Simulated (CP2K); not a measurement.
**C3H6FNO (SMILES [H]/N=C\C(C)(O)F): a chain of runs**

Wanted: a structure relaxation (PM3), then the harmonic vibrations of C3H6FNO. 

The calculation is run with CP2K 2026.2.

### Step 1. The system as given

The species is C3H6FNO (12 atoms), meant as a singlet with charge 0. SMILES: `[H]/N=C\C(C)(O)F`. All atoms were displaced at random from a relaxed shape. The run starts from this shape.

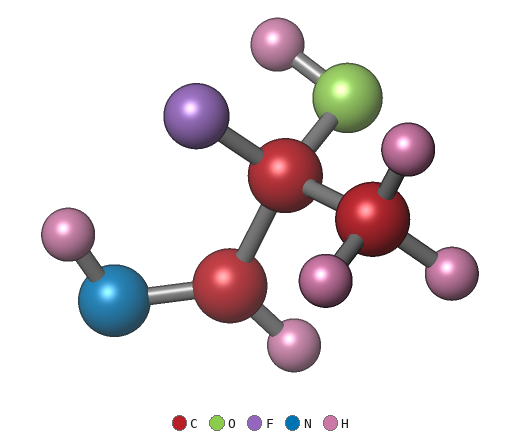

The structure, seen from a chosen angle (carbon red, oxygen green, fluorine purple, nitrogen blue, hydrogen pink).

### Step 2. A structure relaxation at PM3 (run 1)

Contents of run.inp:

```
&GLOBAL
  PROJECT run
  RUN_TYPE GEO_OPT
  PRINT_LEVEL LOW
&END GLOBAL

&FORCE_EVAL
  METHOD QUICKSTEP
  &DFT
    CHARGE 0
    MULTIPLICITY 1
    # Quickstep
    &QS
      METHOD PM3
      EPS_DEFAULT 1.0E-10
      &SE
        &COULOMB
          CUTOFF [angstrom] 50
          RC_RANGE [angstrom] 0
        &END COULOMB
        &EXCHANGE
          CUTOFF [angstrom] 50
          RC_RANGE [angstrom] 0
        &END EXCHANGE
      &END SE
    &END QS
    # no periodic images
    &POISSON
      PERIODIC NONE
      POISSON_SOLVER ANALYTIC
    &END POISSON
    &SCF
      SCF_GUESS ATOMIC
      EPS_SCF 1.0E-07
      MAX_SCF 100
      ADDED_MOS 2
      &DIAGONALIZATION
        ALGORITHM STANDARD
      &END DIAGONALIZATION
      &MIXING
        METHOD DIRECT_P_MIXING
        ALPHA 0.4
      &END MIXING
    &END SCF
    # extra output
    &PRINT
      &MOMENTS
        PERIODIC F
        REFERENCE COM
        MAX_MOMENT 1
      &END MOMENTS
      &MULLIKEN OFF
      &END MULLIKEN
      &HIRSHFELD OFF
      &END HIRSHFELD
    &END PRINT
  &END DFT
  # structure
  &SUBSYS
    # box in angstrom
    &CELL
      ABC [angstrom] 13 13.3 14.1
      PERIODIC NONE
    &END CELL
    &COORD
      SCALED T
      C    0.44200519   0.48483267   0.42866904
      C    0.52063427   0.47626921   0.50395961
      O    0.58292335   0.39576034   0.47960989
      F    0.47667181   0.45800628   0.58709394
      C    0.58065258   0.57791477   0.51176117
      N    0.59200535   0.62465372   0.59196174
      H    0.38482981   0.54807996   0.44641202
      H    0.47407604   0.50237966   0.35431216
      H    0.38931288   0.42062192   0.42367982
      H    0.60591950   0.37534628   0.54594507
      H    0.61517019   0.60398049   0.44686578
      H    0.55099558   0.58817019   0.64568784
    &END COORD
  &END SUBSYS
&END FORCE_EVAL

# ionic moves
&MOTION
  &GEO_OPT
    OPTIMIZER BFGS
    MAX_ITER 100
    MAX_FORCE 1.0E-04
    RMS_FORCE 6.7E-05
  &END GEO_OPT
  &PRINT
    &TRAJECTORY
      &EACH
        GEO_OPT 1
      &END EACH
    &END TRAJECTORY
    &FORCES ON
      &EACH
        GEO_OPT 1
      &END EACH
    &END FORCES
    &RESTART OFF
    &END RESTART
    &RESTART_HISTORY OFF
    &END RESTART_HISTORY
  &END PRINT
&END MOTION
```

On the command line:

```console
$ OMP_NUM_THREADS=1 cp2k.psmp run.inp > run.out
```

Log:

```text
CP2K| version string:                                       CP2K version 2026.2
[...]
 GLOBAL| Method name                                                        CP2K
[...]
 GLOBAL| Run type                                                        GEO_OPT
[...]
                             - Atoms:                                         12
[...]
                             - Spherical basis functions:                     30
[...]
 Number of electrons:                                                         36
[...]
     1 P_Mix/Diag. 0.40E+00    0.0     0.75192545       -40.8629697023 -4.09E+01
[...]
  *** SCF run converged in    24 steps ***
[...]
 ENERGY| Total FORCE_EVAL ( QS ) energy [hartree]            -49.379693604589079
[...]
 OPT| Step number                                                              0
[...]
 OPT| Total energy [hartree]                                      -49.3796936046
[...]
 OPT| Step number                                                             48
[...]
 OPT| Total energy [hartree]                                      -49.4080308440
[...]
 OPT| Step number                                                             49
[...]
 OPT| Total energy [hartree]                                      -49.4080308746
[...]
 ***                    GEOMETRY OPTIMIZATION COMPLETED                      ***
[...]
     9 DIIS/Diag.  0.16E-06    0.0     0.00000008       -49.4080308746 -3.13E-13
  *** SCF run converged in     9 steps ***
  Core-core repulsion energy [eV]:                           3264.69202070687652
  Core Hamiltonian energy [eV]:                             -2184.75247226541296
  Two-electron integral energy [eV]:                        -4848.80088433319361
  Electronic energy [eV]:                                   -4609.15291443200931
  Total energy [eV]:                                        -1344.46089372513325
  Atomic reference energy [eV]:                              1340.69245357421005
  Heat of formation [kcal/mol]:                               -86.90230123726792
[...]
 SE_DIPOLE| Moment [Debye]         -0.13780752      -0.31888759       0.71490426
 SE_DIPOLE| Derivative [a.u.]       0.00000000       0.00000000       0.00000000
 ENERGY| Total FORCE_EVAL ( QS ) energy [hartree]            -49.408030874592939
[...]
```

Wall time 2.6 s (1 thread of Arm Neoverse N1, shared host); peak memory 0.14 GiB.

Step by step:

```tsv
step	energy from the first frame kept (eV)
0	0.0000
2	-0.5991
4	-0.6853
6	-0.7143
8	-0.7275
10	-0.7444
12	-0.7564
14	-0.7605
16	-0.7629
18	-0.7643
20	-0.7648
22	-0.7653
24	-0.7659
26	-0.7664
28	-0.7674
30	-0.7694
32	-0.7692
34	-0.7708
36	-0.7709
38	-0.7710
40	-0.7710
42	-0.7710
44	-0.7710
46	-0.7711
48	-0.7711
49	-0.7711
```

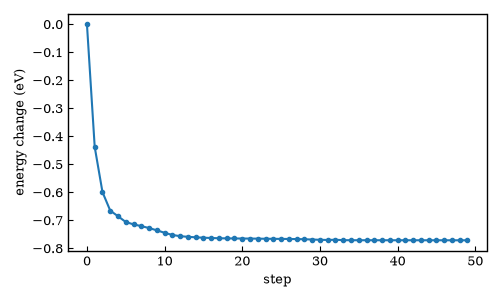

Energy along the run.

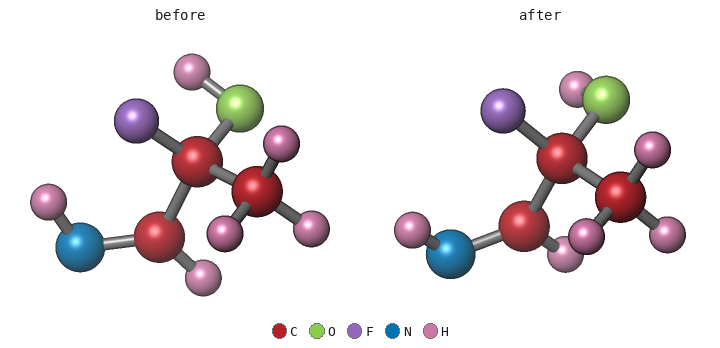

Before and after, at one scale.

After the run. Bond lengths: C1–C2 1.538 Å, C2–O3 1.401 Å, C2–F4 1.367 Å, C2–C5 1.533 Å, C5–N6 1.276 Å, C1–H7 1.097 Å, C1–H8 1.097 Å, C1–H9 1.098 Å, O3–H10 0.948 Å, C5–H11 1.100 Å, N6–H12 0.988 Å. Some angles: C1–C2–O3 108.5°, C1–C2–F4 111.6°, C1–C2–C5 109.6°, O3–C2–F4 101.9°, O3–C2–C5 113.1°, F4–C2–C5 111.9°, C2–C5–N6 126.8°, C2–C1–H7 110.7°, C2–C1–H8 110.6°, C2–C1–H9 111.5°.

### Step 3. Vibrational wavenumbers at PM3 (run 2)

Contents of run.inp:

```
&GLOBAL
   PROJECT run
   RUN_TYPE VIBRATIONAL_ANALYSIS
   PRINT_LEVEL LOW
&END GLOBAL
&FORCE_EVAL
   METHOD Quickstep
   &DFT
      CHARGE 0
      MULTIPLICITY 1
      &QS
         METHOD PM3
         EPS_DEFAULT 1.0E-10
         &SE
            &COULOMB
               CUTOFF [angstrom] 50
               RC_RANGE [angstrom] 0
            &END COULOMB
            &EXCHANGE
               CUTOFF [angstrom] 50
               RC_RANGE [angstrom] 0
            &END EXCHANGE
         &END SE
      &END QS
      &POISSON
         PERIODIC NONE
         POISSON_SOLVER ANALYTIC
      &END POISSON
      &SCF
         SCF_GUESS ATOMIC
         EPS_SCF 1.0E-08
         MAX_SCF 100
         ADDED_MOS 2
         &DIAGONALIZATION
            ALGORITHM STANDARD
         &END DIAGONALIZATION
         &MIXING
            METHOD DIRECT_P_MIXING
            ALPHA 0.4
         &END MIXING
      &END SCF
      &PRINT
         &MOMENTS
            PERIODIC F
            REFERENCE COM
            MAX_MOMENT 1
         &END MOMENTS
         &MULLIKEN OFF
         &END MULLIKEN
         &HIRSHFELD OFF
         &END HIRSHFELD
      &END PRINT
   &END DFT
   &SUBSYS
      &CELL
         ABC [angstrom] 13.4 13.3 13.9
         PERIODIC NONE
      &END CELL
      &COORD
         SCALED T
         C    0.42541437   0.48413237   0.42876597
         C    0.50375392   0.46493312   0.50750669
         O    0.55704944   0.37778538   0.48369216
         F    0.46014198   0.43815282   0.59266496
         C    0.57055660   0.55783861   0.51842273
         N    0.56783257   0.62240177   0.58632065
         H    0.37491966   0.54517289   0.44986504
         H    0.46169951   0.50532801   0.36101180
         H    0.37993190   0.41699139   0.41508302
         H    0.61817108   0.37759823   0.51807424
         H    0.62508034   0.57013763   0.46048065
         H    0.51918757   0.61301673   0.63898820
      &END COORD
   &END SUBSYS
&END FORCE_EVAL
&VIBRATIONAL_ANALYSIS
   DX 0.005
   INTENSITIES T
   NPROC_REP 1
   &PRINT
      &PROGRAM_RUN_INFO ON
      &END PROGRAM_RUN_INFO
   &END PRINT
&END VIBRATIONAL_ANALYSIS
```

On the command line:

```console
$ OMP_NUM_THREADS=1 cp2k.psmp -i run.inp -o run.out
```

Log:

```text
CP2K| version string:                                       CP2K version 2026.2
[...]
 GLOBAL| Method name                                                        CP2K
[...]
 GLOBAL| Run type                                           VIBRATIONAL_ANALYSIS
[...]
                             - Atoms:                                         12
[...]
                             - Spherical basis functions:                     30
[...]
  Dipole moment [Debye]
    X=   -0.00067366 Y=    0.00255209 Z=   -0.00698435     Total=     0.00746647
 VIB|
[...]
 VIB|Frequency (cm^-1)  6.0155316474E+01    1.3749859159E+02    2.6722150372E+02
 VIB|IR int (KM/Mole)   2.5013929330E-02    2.3113651009E-02    9.4430600236E+01
[...]
 VIB|Frequency (cm^-1)  3.0043979485E+03    3.0943726639E+03    3.0987987247E+03
 VIB|IR int (KM/Mole)   1.8937953540E+01    6.8100138623E+00    3.7878850015E+00
[...]
 VIB|Frequency (cm^-1)  3.1850919846E+03    3.4557371669E+03    3.8920483865E+03
 VIB|IR int (KM/Mole)   4.3635720100E+00    1.6505627380E+01    1.5860231825E+01
[...]
```

Wall time 5.1 s (1 thread of Arm Neoverse N1, shared host); peak memory 0.14 GiB.

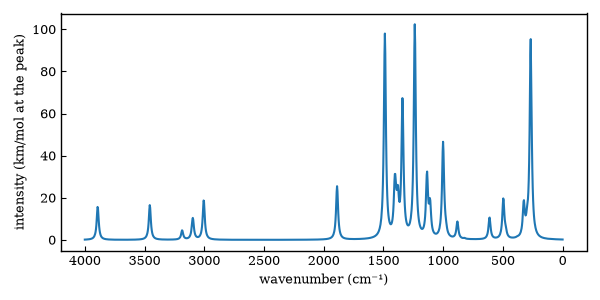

Harmonic infrared spectrum, unscaled, lines broadened by 10 cm⁻¹.

### Step 4. Summary of results

```
                               quantity           value
    run 1, PM3: total energy at the end    -49.40803 Eh
              run 1, PM3: dipole moment          0.79 D
          run 1, PM3: heat of formation  -86.9 kcal/mol
 run 2, PM3: lowest harmonic wavenumber         60 cm⁻¹
run 2, PM3: highest harmonic wavenumber       3892 cm⁻¹
          run 2, PM3: zero-point energy    246.5 kJ/mol
```

In words: The optimisation (run 1, PM3) took 49 steps and changed the energy by -0.771 eV. All 30 modes (run 2, PM3) are real, so the shape is a minimum at this level.
